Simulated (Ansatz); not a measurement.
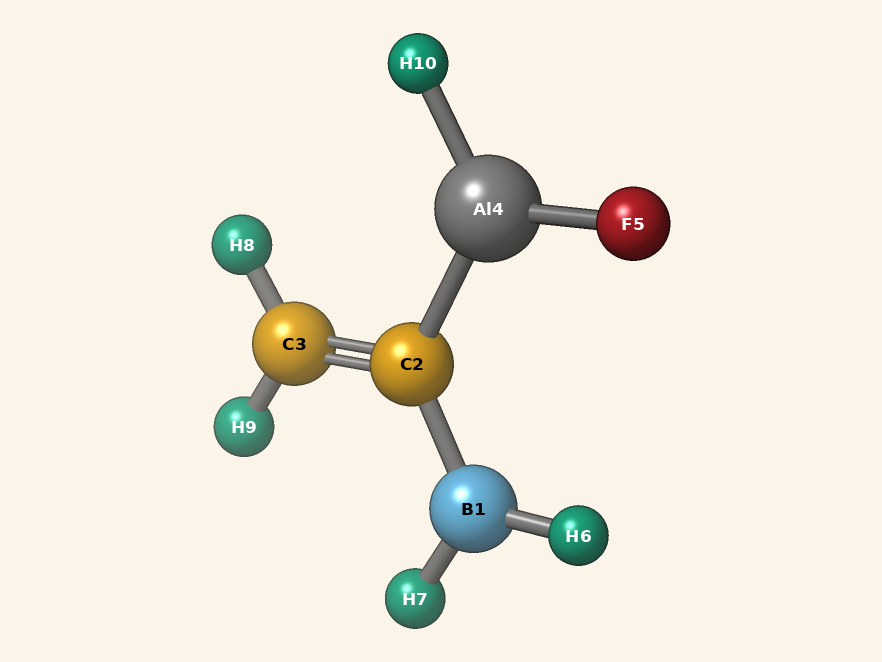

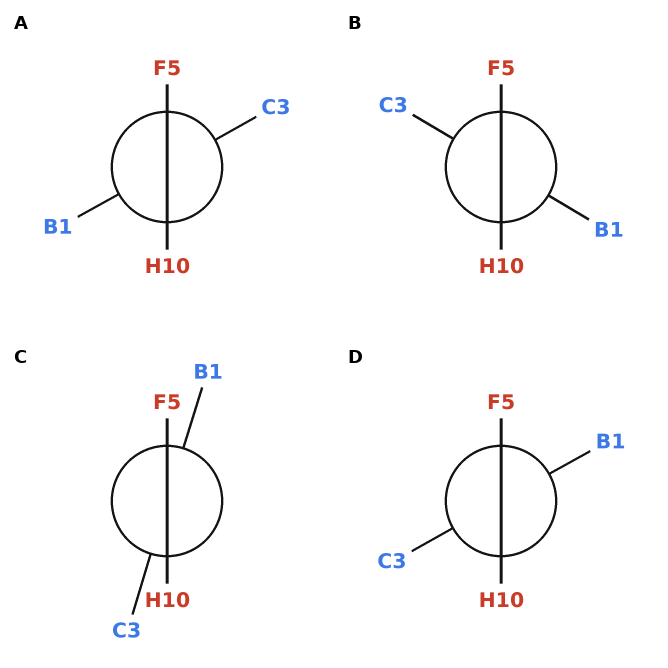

Atoms fade into the background with distance from the viewer. Bonds that would overlap in a projection are set slightly apart. Computed geometry: PBE-D4/def2-SVP optimisation. No frequency run is at hand to confirm it as a minimum.

> Which Newman projection shows the view along Al4–C2, with Al4 in front?

C. The torsion angle F5–Al4–C2–C3 is −179°, antiperiplanar (anti).
